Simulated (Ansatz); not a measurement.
# HF/3-21G run of C2H7Al (SMILES [CH3][AlH][CH3])

What is the electronic atomisation energy of C2H7Al at HF/3-21G? 

Program for the calculation: Ansatz 0.2.0.

36 further runs of the same task are left out: 36 set aside as unsound or not needed.

### 1 Starting point

C2H7Al: 10 atoms, total charge 0, spin state singlet. As SMILES, `[CH3][AlH][CH3]`. The shape is that of a PBE0-D4/def2-TZVP optimisation.

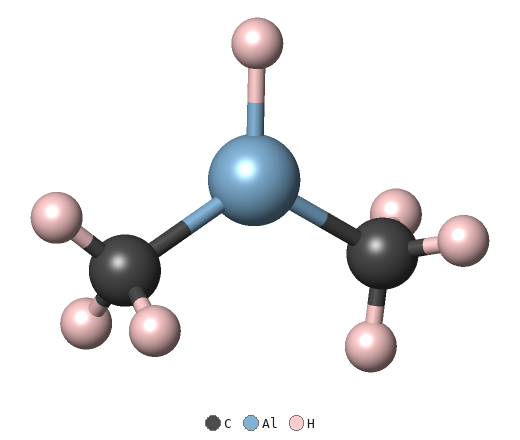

Viewed from a chosen angle; carbon dark grey, aluminium light blue, hydrogen pink.

### 2 The energy at HF/3-21G

run.yaml reads:

```yaml
crystal:
  periodic: [false, false, false]
  atoms:
    - {symbol: C, position_ang: [-1.219100, 0.923600, -0.783300]}
    - {symbol: Al, position_ang: [0.496800, 0.021800, -0.536400]}
    - {symbol: C, position_ang: [0.903900, -0.949000, 1.109700]}
    - {symbol: H, position_ang: [-2.054000, 0.233200, -0.621200]}
    - {symbol: H, position_ang: [-1.337000, 1.368500, -1.773800]}
    - {symbol: H, position_ang: [-1.340300, 1.723700, -0.043600]}
    - {symbol: H, position_ang: [1.605700, 0.078800, -1.681200]}
    - {symbol: H, position_ang: [0.069000, -0.980000, 1.814000]}
    - {symbol: H, position_ang: [1.201900, -1.980900, 0.894300]}
    - {symbol: H, position_ang: [1.756300, -0.490900, 1.624500]}
basis:
  gaussian: {orbitals: 3-21G.json}
output: {orbitals: {seedname: orbitals}}
hamiltonian: {xc: hf}
accuracy: high
```

The basis set 3-21G is read from a file made from the Basis Set Exchange's data (not shown).

Started as:

```
$ ansatz run run.yaml --threads 1 --pin off --max-ram 3480MiB --events-out events.jsonl --progress --plain --runs-dir runs
```

The log of the run:

```text
Warning: RAYON_NUM_THREADS=1 ignored (pool sized by the plan → 1); use --threads N
Functional definition: HF
  name "HF"
  exchange = exact_x
  correlation = 0
1068 factors; integrals over basis functions are off by at most 5.7e-9 eV
mean field evaluation 1: about -8705.1264 eV, gradient 2.5e1 eV
mean field evaluation 2: about -8705.1159 eV, gradient 2.5e1 eV
mean field evaluation 4: about -8706.7479 eV, gradient 1.7e0 eV
mean field evaluation 8: about -8706.7586 eV, gradient 1.1e-4 eV
mean field -8706.75855669 eV, -319.9674753055 hartree, gradient 2.3e-8 eV, S^2 0.000000; 0 other end points of the search recorded, 0 dependent functions left out
reference -8706.75855669 eV, -319.9674753055 hartree; 16, 16 occupied and 29, 29 virtual orbitals, 1068 factors
Total energy: -8706.75855669 eV, -319.9674753055 hartree
```

Wall time 0.38 s (1 thread of Arm Neoverse V2, shared host); peak memory 0.093 GiB.

### 3 The Al atom at the same level

job.yaml reads:

```yaml
crystal:
  periodic: [false, false, false]
  atoms:
    - {symbol: Al, position_ang: [0.000000, 0.000000, 0.000000]}
basis:
  gaussian:
    orbitals: 3-21G.json
hamiltonian:
  xc: hf
magnetization:
  spin_polarized: true
  initial_magnetization: 1
accuracy: high
```

The basis set 3-21G is read from a file made from the Basis Set Exchange's data (not shown).

Run the same way, it converges to -240.55105 Eh (log not shown).

### 4 The C atom at the same level

run.yaml reads:

```yaml
crystal:
  periodic: [false, false, false]
  atoms:
    - {symbol: C, position_ang: [0.000000, 0.000000, 0.000000]}
basis:
  gaussian: {orbitals: 3-21G.json}
magnetization: {spin_polarized: true, initial_magnetization: 2}
accuracy: high
hamiltonian: {xc: hf}
```

The basis set 3-21G is read from a file made from the Basis Set Exchange's data (not shown).

Run the same way, it converges to -37.48107 Eh (log not shown).

### 5 The H atom at the same level

run.yaml reads:

```yaml
crystal:
  periodic: [false, false, false]
  atoms:
    - {symbol: H, position_ang: [0.000000, 0.000000, 0.000000]}
basis:
  gaussian:
    orbitals: 3-21G.json
magnetization:
  spin_polarized: true
  initial_magnetization: 1
hamiltonian:
  xc: hf
accuracy: high
```

The basis set 3-21G is read from a file made from the Basis Set Exchange's data (not shown).

Started as:

```
$ ansatz run run.yaml --threads 1 --pin off --max-ram 3480MiB --events-out events.jsonl --progress --plain --runs-dir runs
```

The log of the run:

```text
Warning: RAYON_NUM_THREADS=1 ignored (pool sized by the plan → 1); use --threads N
[... 4 set-up lines as earlier in the session ...]
3 factors; integrals over basis functions are off by at most 1.3e-8 eV
mean field evaluation 1: about -13.4868 eV, gradient 1.3e0 eV
mean field evaluation 2: about -13.4868 eV, gradient 1.3e0 eV
mean field evaluation 4: about -13.5023 eV, gradient 2.1e-5 eV
mean field evaluation 8: about -13.5023 eV, gradient 1.0e-12 eV
mean field -13.50225274 eV, -0.4961986360 hartree, gradient 4.5e-8 eV, S^2 0.750000; 0 other end points of the search recorded, 0 dependent functions left out
reference -13.50225274 eV, -0.4961986360 hartree; 1, 0 occupied and 1, 2 virtual orbitals, 3 factors
Total energy: -13.50225274 eV, -0.4961986360 hartree
```

Wall time 0.02 s (1 thread of Arm Neoverse V2, shared host).

### 6 What came out

At HF/3-21G:

| quantity | value |
| --- | --- |
| molecule: total energy | -319.96748 Eh |
| molecule: HOMO energy | -10.70 eV |
| molecule: LUMO energy | 1.92 eV |
| molecule: HOMO–LUMO gap | 12.62 eV |
| Al atom: total energy | -240.55105 Eh |
| Al atom: ⟨S²⟩ | 0.750 |
| C atom: total energy | -37.48107 Eh |
| C atom: ⟨S²⟩ | 2.001 |
| H atom: total energy | -0.49620 Eh |
| H atom: ⟨S²⟩ | 0.750 |
| electronic atomisation energy | 26.692 eV |

**Reading.** Taking the molecule apart into free atoms costs 26.69 eV (616 kcal/mol), before zero-point energy and without spin-orbit coupling. Hartree–Fock lacks the correlation of the bonding pairs, which as a rule makes this value much too low; in minimal bases other errors can mask that. The basis has no polarisation functions, which makes bonds too weak.
